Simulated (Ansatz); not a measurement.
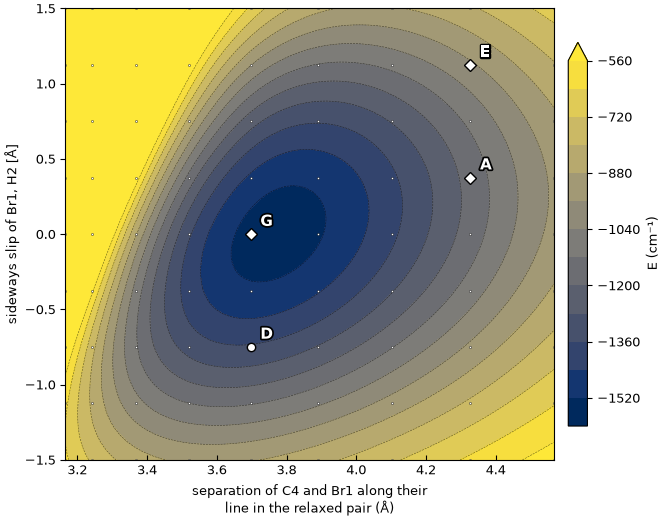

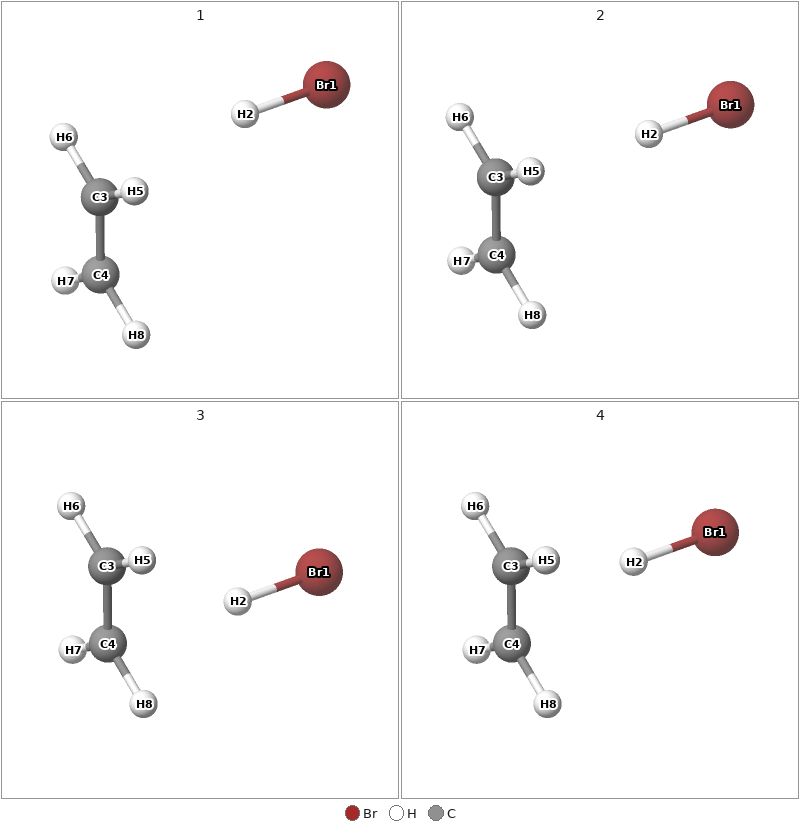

The pair BrH···C₂H₄. 
- The first coordinate is: separation of C4 and Br1 along their line in the relaxed pair; the second: sideways slip of Br1, H2.
- Nothing is relaxed (both partners rigid).
- Grid: 9 × 9 points.
- Points are written as (first, second).
- Energies are in cm⁻¹, from the two partners far apart, frozen as in the relaxed pair, each in its own basis (no counterpoise correction).
- Level of theory: RKS PBE-D4/def2-SVPD in Ansatz 0.2.0.

In the figure: filled contours, dots at the grid points, one colour for all values above the top of the scale, lettered points. Between grid points the surface is interpolated. The numbered pictures are the structures at these points, in random order.

Which structure belongs to which point?

A is structure 2: (4.327 Å, 0.375 Å), −1169 cm⁻¹; D is structure 3: (3.697 Å, −0.750 Å), −1351 cm⁻¹; E is structure 1: (4.327 Å, 1.125 Å), −972 cm⁻¹; G is structure 4: (3.697 Å, 0.000 Å), −1545 cm⁻¹.
